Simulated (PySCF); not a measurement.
# Run report: C$_{2}$H$_{9}$OSi$_{4}$, EPR calculation

The run: EPR calculation of C$_{2}$H$_{9}$OSi$_{4}$, multiplicity 2. Method and program: UKS B3LYP, pcH-1 on C H O Si, non-relativistic, mean-field spin-orbit, GIAO (PySCF 2.14.0).

It belongs to a series of runs on one base structure; here: H removed from Si.

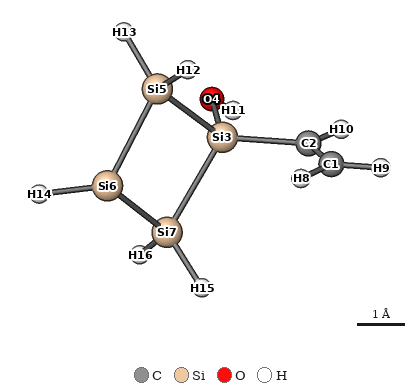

The input geometry (ball-and-stick view, seen at a tilt; atoms are numbered from 1 in the order of the input).

**Results in brief**

| quantity | value |
| --- | --- |
| outcome | converged |
| total energy | −1314.853148 hartree |
| ⟨S²⟩ | 0.753 |
| isotropic g | 2.0051 |
| hardware | 1 CPU thread, shared host |
| wall time | 2.4 min |
| peak memory | 1.1 GiB |

**Input**
```
{"job": {"kind": "epr", "basis": "pcH-1"}, "charge": 0, "multiplicity": 2}
C      1.561448    -0.762301     1.956354
C      1.492546    -1.167640     0.697301
Si     0.328494    -0.405382    -0.569030
O      0.698608    -0.989015    -2.063934
Si     0.248869     1.928193    -0.781423
Si    -1.986360     1.772891    -0.102462
Si    -1.962248    -0.564832    -0.044948
H      0.943240     0.044981     2.317321
H      2.228408    -1.203711     2.681376
H      2.141221    -1.980371     0.384923
H      0.775410    -1.922536    -2.239981
H      1.066805     2.688921     0.182883
H      0.644823     2.525829    -2.067009
H     -3.092763     2.554821    -0.692823
H     -2.309948    -1.116038     1.276825
H     -2.786149    -1.394865    -0.946783
```

The first line tells a small driver script what to run in PySCF; the rest is the geometry in Å.

Run as:
```bash
OMP_NUM_THREADS=1 python <driver script> task.json out
```

**Output**
```
UKS, coarse grid
  cycle   1  E = -1314.71707522  |g| = 6.16e-01
  cycle   2  E = -1314.45578393  |g| = 1.02e+00
  cycle   3  E = -1314.84700853  |g| = 1.16e-01
  cycle   4  E = -1314.85192829  |g| = 4.77e-02
  cycle   5  E = -1314.85309994  |g| = 8.51e-03
  cycle   6  E = -1314.85314494  |g| = 2.39e-03
  cycle   7  E = -1314.85314785  |g| = 8.44e-04
UKS, final grid
  cycle   1  E = -1314.85314750  |g| = 8.51e-04
  cycle   2  E = -1314.85314725  |g| = 1.15e-03
  cycle   3  E = -1314.85314798  |g| = 2.19e-04
  cycle   4  E = -1314.85314801  |g| = 5.22e-05
  cycle   5  E = -1314.85314801  |g| = 4.17e-05
  cycle   6  E = -1314.85314801  |g| = 9.19e-06
E = -1314.85314801 Eh   <S^2> = 0.7535 (exact 0.7500)
g shifts (ppm)      1          2          3
  rmc          -115       -115       -115
  gc             -5         32         34
  oz_so         188       3341       5183
  total          67       3258       5102
hyperfine (MHz)  atom isotope    a_iso     a_fc   dipolar eigenvalues
    0   13C      -0.53      -0.53     -0.59      0.14      0.46
    1   13C      10.92      10.92     -1.14     -0.93      2.07
    2  29Si     -18.70     -18.69     -3.07      1.00      2.07
    3   17O       1.90       1.89     -0.21     -0.15      0.37
    4  29Si       0.87       0.89     -5.01      1.48      3.53
    5  29Si    -263.68    -264.52   -165.11     81.99     83.12
    6  29Si       0.35       0.37     -5.04      1.43      3.62
    7    1H       0.10       0.10     -1.28     -0.97      2.25
    8    1H       0.22       0.22     -0.50     -0.27      0.77
    9    1H       2.44       2.44     -0.81     -0.48      1.30
   10    1H      -0.53      -0.53     -0.58     -0.39      0.97
   11    1H      32.88      32.88     -2.27     -1.15      3.42
   12    1H      50.09      50.09     -1.94     -0.60      2.54
   13    1H     -12.57     -12.61     -9.77      2.38      7.39
   14    1H      30.03      30.03     -2.24     -1.15      3.39
   15    1H      49.83      49.83     -1.95     -0.60      2.56
```

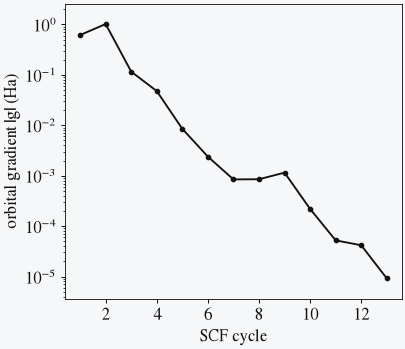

Convergence of the self-consistent field: orbital gradient |g| against the SCF cycle. All cycles printed in the log are drawn one after another.

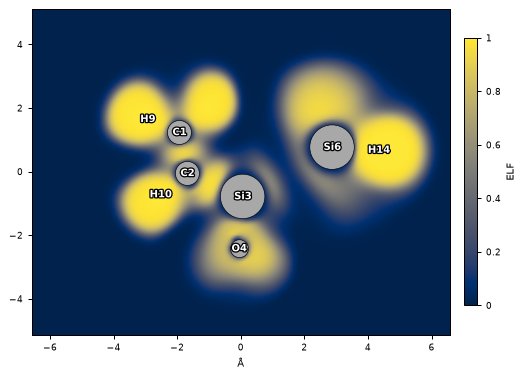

ELF on the plane of atoms C2, Si3 and O4. Grey discs, where drawn, cover atomic cores. C–C (1.32 Å): the ELF peaks at about 0.95 between the atoms (a multiple bond by its length, whose ELF region spreads away from the axis). Si–O (1.65 Å): the ELF peaks at about 0.85 between the atoms (a polar covalent bond). C–H (1.08 Å): the ELF climbs to about 1 towards the hydrogen, as it does in any bond to H (a covalent bond by its length). Si–H (1.48 Å): the ELF climbs to about 1 towards the hydrogen.

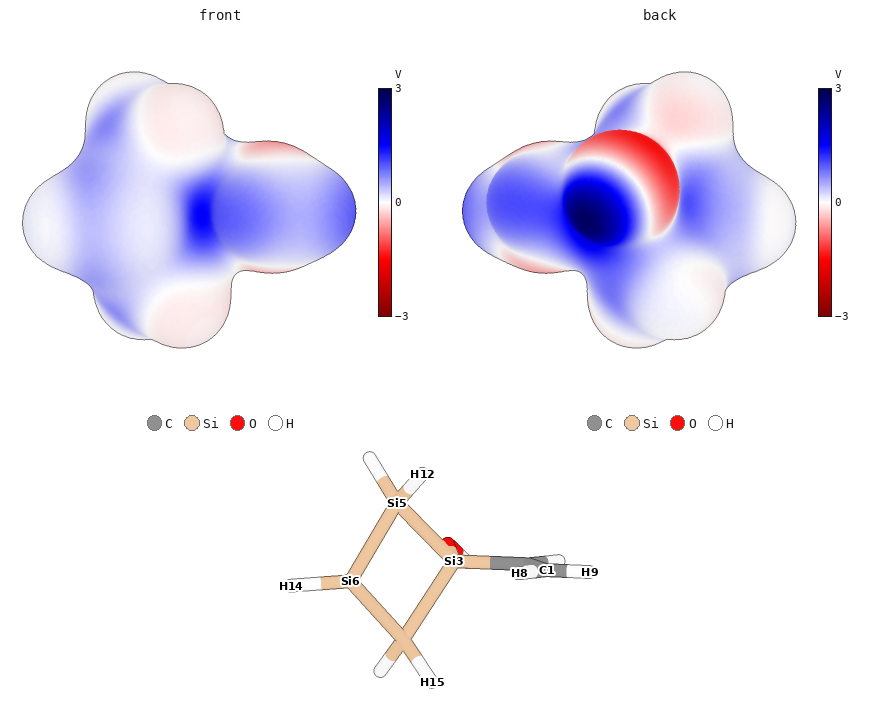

The molecular electrostatic potential painted on the density surface at 0.002 e/bohr³, seen at a tilt and from behind; the colour scale runs from red (negative) to blue (positive). The bare structure is drawn below in the same view.

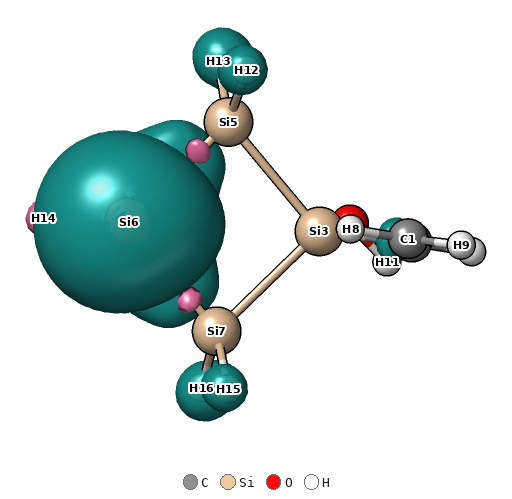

Isosurfaces of the spin density at +0.01 (teal) and −0.01 e/Å³ (pink), seen at a tilt. The unpaired spin (1 electron) lies mostly on Si6 (about 0.7), Si7 (about 0.1) and Si5 (about 0.1), in electrons by Hirshfeld's partition.
